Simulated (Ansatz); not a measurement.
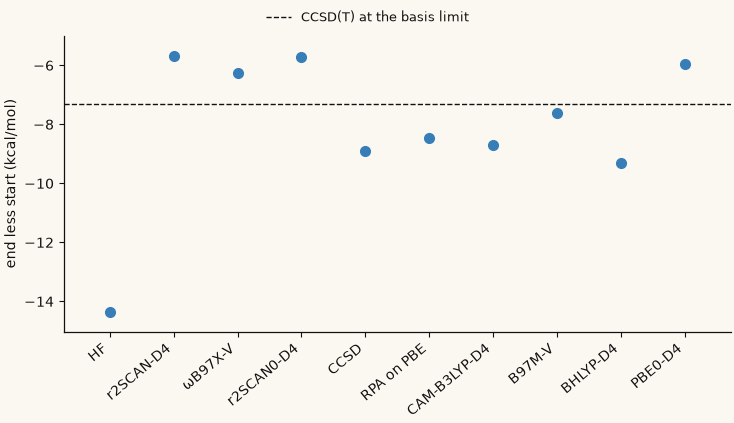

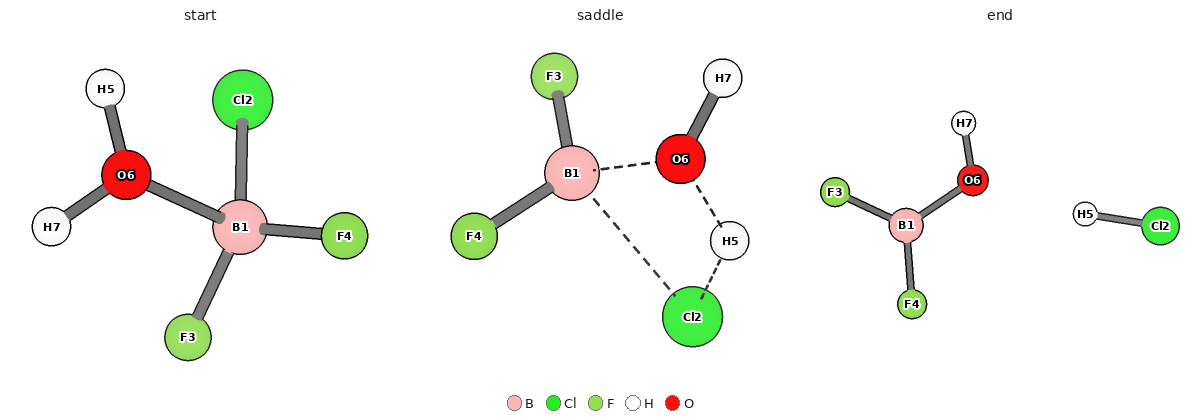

Energy change in one step of BH₂OClF₂ at several levels. In the step Cl2–H5 (2.55 → 1.54 → 1.29 Å) forms; B1–Cl2 (1.83 → 2.23 → 4.30 Å) and H5–O6 (0.97 → 1.23 → 1.98 Å) break; B1–O6 (1.71 → 1.48 → 1.35 Å) shortens (lengths at start, saddle and end; changes of bond order aren't listed). Electronic energies at PBE0-D4/def2-TZVP geometries, energies in def2-TZVPP, the Ansatz code; cores frozen in correlated methods, no zero-point terms. Start and end are the structures at the ends of the path (complexes, where there are several molecules). The line is the MP2 basis limit plus CCSD(T) less MP2 in triple zeta. RPA on PBE holds a correlation term that converges slowly with the basis, so part of the distance to the limit is basis error. The distance of CCSD to the limit includes basis error. The limit lies 0.5 kcal/mol from CCSD(T) in triple zeta, so the line itself is uncertain by a part of that.

Q: What range do the values span, the line included?

A: From −14.3 kcal/mol (HF) to −5.7 kcal/mol (r2SCAN-D4).

Q: Give the values.

A:
```csv
level,kcal/mol,less CCSD(T) at the basis limit
HF,−14.3,−7.0
r2SCAN-D4,−5.7,1.6
ωB97X-V,−6.3,1.1
r2SCAN0-D4,−5.7,1.6
CCSD,−8.9,−1.6
RPA on PBE,−8.5,−1.1
CAM-B3LYP-D4,−8.7,−1.4
B97M-V,−7.6,−0.3
BHLYP-D4,−9.3,−2.0
PBE0-D4,−6.0,1.4
CCSD(T) at the basis limit,−7.3,0.0
```
